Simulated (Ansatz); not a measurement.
CH₇InN (SMILES C[NH2+][InH2]) (charge +1)

The calculation's input:

```
crystal:
  periodic: [false, false, false]
  atoms:
    - {symbol: C, position_ang: [-0.794554, 0.898745, -1.250477]}
    - {symbol: In, position_ang: [1.390167, 0.288208, 1.174868]}
    - {symbol: "N", position_ang: [-0.619607, 1.108960, 0.228222]}
    - {symbol: H, position_ang: [-0.759284, -0.183277, -1.472900]}
    - {symbol: H, position_ang: [-1.760615, 1.309756, -1.600816]}
    - {symbol: H, position_ang: [0.028900, 1.399616, -1.791435]}
    - {symbol: H, position_ang: [-1.414178, 0.682933, 0.736103]}
    - {symbol: H, position_ang: [-0.693783, 2.117211, 0.448411]}
    - {symbol: H, position_ang: [2.113355, -0.472249, -0.169339]}
    - {symbol: H, position_ang: [1.265002, 0.803124, 2.797126]}
basis:
  gaussian:
    orbitals: def2-TZVPD
output: {forces: true, orbitals: {seedname: orbitals}}
hamiltonian:
  xc: pbe0
total_charge: 1
```

Launched as:

```sh
ansatz run input.yaml --threads 2 --pin off --max-ram 4350MiB --events-out events.jsonl --progress --plain --runs-dir runs
```

Geometry: BLYP-D3(BJ)/def2-SVP; core potentials replace the inner electrons of In.

These are results of isolated molecule in a Gaussian basis; Kohn-Sham density functional theory, functional PBE0 in Ansatz, not measurements.

### Predict the electron density and electron localisation function between the atoms.

C–N (1.50 Å): ρ is about 1.7 e/Å³ halfway; the ELF peaks at about 0.90 between the atoms; localised, covalent bonding.
In–N (2.37 Å): ρ is about 0.39 e/Å³ halfway; the ELF peaks at about 0.95 in the valence shell of N, 0.7 Å from its nucleus, and drops to about 0.15 between the two atoms.
C–H (1.11 Å): ρ is about 2 e/Å³ halfway; the ELF climbs to about 1 towards the hydrogen, as it does in any bond to H; an ordinary covalent bond to hydrogen.
In–H (1.71 Å): ρ at the midpoint is about 1.3 e/Å³; the ELF climbs to about 1 towards the hydrogen.

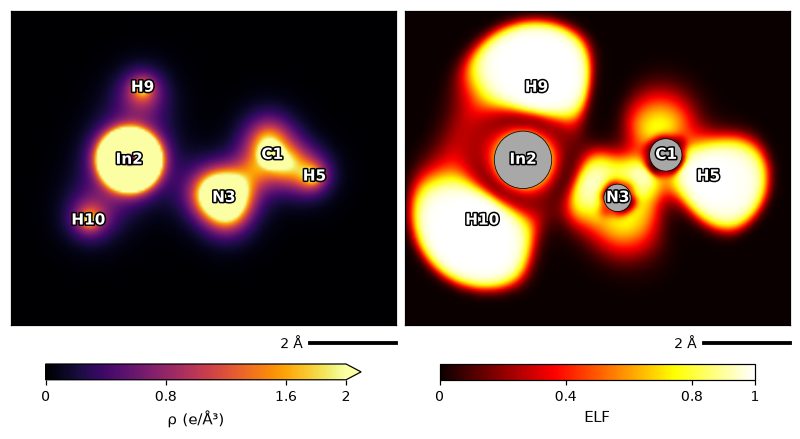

Computed electron density and electron localisation function on the plane of atoms N3, In2 and H9, in this order. Grey discs cover the atomic cores in the ELF map. 
